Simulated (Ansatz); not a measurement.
Three curves of one kind of scan: energy against volume (even scaling of the relaxed cell, symmetry kept). Level of theory: PBE (plane waves to 420 eV, PAW, scalar-relativistic; Ansatz, a program for electronic structure). Each is measured from its own zero (the relaxed starting cell). 

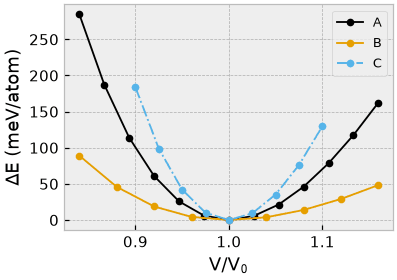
Figure. Curves A, B and C.

```
V/V₀   ΔE (meV/atom)
-----  -------------
0.840           89.0
0.920           18.7
1.000            0.0
1.080           13.9
1.160           48.3
```

### Question
Which curve does this table belong to?

### Answer
Curve B, which is CsPbBr3 (cubic perovskite). The others: A is ZrO₂ (fluorite); C is W (bcc, W type).

All were relaxed with their symmetry unable to fall. Spin-orbit coupling is left out. This is a high-temperature form of CsPbBr3. This is a high-temperature form of ZrO2. W is run without spin polarisation. ZrO2 is run without spin polarisation.

(A scan under strain: stresses follow from slopes of the energy per volume, elastic moduli from its curvatures.)
